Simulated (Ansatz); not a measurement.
# AlHBr (SMILES [AlH][Br]): USVWN5/STO-3G

Aim: the energy change on altering one bond length of AlHBr at USVWN5/STO-3G, from 2 runs. 

Program for the calculation: Ansatz 0.2.0.

59 further runs of the same task are left out: 10 that didn't finish, 49 set aside as unsound or not needed.

## Step 1: The structure to begin with

AlHBr: 3 atoms, total charge 0, spin state doublet. SMILES: `[AlH][Br]`. The coordinates come from a PBE0-D4/def2-TZVP relaxation.

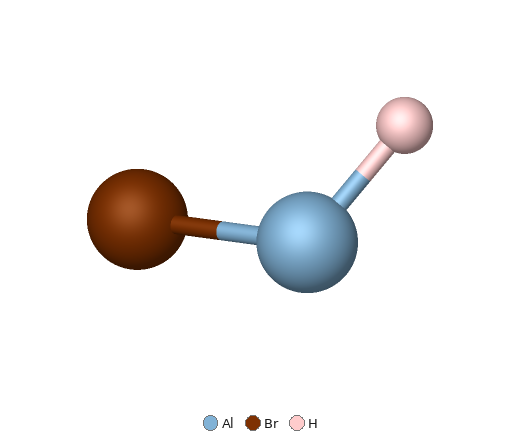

The structure, seen from a chosen angle (aluminium light blue, bromine brown, hydrogen pink).

## Step 2: A single-point energy at USVWN5/STO-3G

Input file run.yaml:

```yaml
crystal:
  periodic: [false, false, false]
  atoms:
    - symbol: Al
      position_ang: [-0.296700, -0.628000, -0.239100]
    - symbol: Br
      position_ang: [1.584500, 0.008600, 0.871100]
    - symbol: H
      position_ang: [-1.298900, 0.554600, -0.645300]
basis:
  gaussian: {orbitals: STO-3G}
magnetization: {spin_polarized: true, initial_magnetization: 1}
hamiltonian: {xc: {name: SVWN5}}
accuracy: high
```

Started as:

```sh
$ ansatz run run.yaml --threads 1 --pin off --max-ram 2610MiB --events-out events.jsonl --progress --plain --runs-dir runs
```

Log:

```text
Warning: RAYON_NUM_THREADS=1 ignored (pool sized by the plan → 1); use --threads N
Functional definition: SVWN5
  name "SVWN5"
  exchange = slater_x
  correlation = vwn5_c
390 factors; integrals over basis functions are off by at most 1.2e-8 eV
mean field evaluation 1: about -75679.4640 eV, gradient 1.4e1 eV
mean field evaluation 2: about -75673.4182 eV, gradient 3.1e1 eV
mean field evaluation 4: about -75681.2879 eV, gradient 1.3e0 eV
mean field evaluation 8: about -75681.2902 eV, gradient 4.5e-3 eV
mean field evaluation 16: about -75681.2902 eV, gradient 5.3e-8 eV
mean field -75681.29023479 eV, -2781.2361175076 hartree, gradient 1.2e-8 eV, S^2 0.751462; 0 other end points of the search recorded, 0 dependent functions left out
reference -75681.29023634 eV, -2781.2361175645 hartree; 25, 24 occupied and 3, 4 virtual orbitals, 390 factors
Total energy: -75681.29023634 eV, -2781.2361175645 hartree
```

It took 1.1 s on 1 thread of Arm Neoverse V1, shared host; peak memory 0.11 GiB.

## Step 3: The distorted shape, same level

Input file molecule.yaml:

```yaml
basis:
  gaussian: {orbitals: STO-3G}
crystal:
  periodic: [false, false, false]
  atoms:
    - {symbol: Al, position_ang: [-0.766959, -0.787136, -0.516626]}
    - {symbol: Br, position_ang: [1.584500, 0.008600, 0.871100]}
    - {symbol: H, position_ang: [-1.769159, 0.395464, -0.922826]}
total_charge: 0
magnetization: {spin_polarized: true, initial_magnetization: 1}
hamiltonian: {xc: {name: SVWN5}}
accuracy: high
```

Started as:

```sh
$ ansatz run molecule.yaml --threads 1 --pin off --max-ram 2610MiB --events-out events.jsonl --progress --plain --runs-dir runs
```

Log:

```text
Warning: RAYON_NUM_THREADS=1 ignored (pool sized by the plan → 1); use --threads N
[... 4 set-up lines as earlier in the session ...]
370 factors; integrals over basis functions are off by at most 1.1e-8 eV
mean field evaluation 1: about -75676.6283 eV, gradient 1.5e1 eV
mean field evaluation 2: about -75576.8419 eV, gradient 8.0e1 eV
mean field evaluation 4: about -75678.9464 eV, gradient 6.7e0 eV
mean field evaluation 8: about -75679.6299 eV, gradient 7.4e-2 eV
mean field evaluation 16: about -75679.6300 eV, gradient 4.7e-6 eV
mean field evaluation 32: about -75679.6143 eV, gradient 5.1e-1 eV
mean field -75679.62998918 eV, -2781.1751046067 hartree, gradient 2.5e-8 eV, S^2 0.751754; 4 other end points of the search recorded, 0 dependent functions left out
reference -75679.62999081 eV, -2781.1751046667 hartree; 25, 24 occupied and 3, 4 virtual orbitals, 370 factors
Total energy: -75679.62999081 eV, -2781.1751046667 hartree
```

It took 2.1 s on 1 thread of Arm Neoverse V1, shared host; peak memory 0.11 GiB.

## Step 4: Summary of results

Level: USVWN5/STO-3G.

| quantity | value |
| --- | --- |
| first shape: total energy | -2781.23612 Eh |
| first shape: ⟨S²⟩ | 0.751 |
| distorted shape: total energy | -2781.17510 Eh |
| distorted shape: ⟨S²⟩ | 0.752 |
| energy change with the Al1–Br2 bond stretched from 2.275 to 2.844 Å | 1.660 eV |

In words: With the Al1–Br2 bond stretched from 2.275 to 2.844 Å the energy rises by 1.66 eV (38 kcal/mol). The first shape isn't relaxed at this level, so the change isn't measured from a minimum. The minimal basis adds a large error of its own.
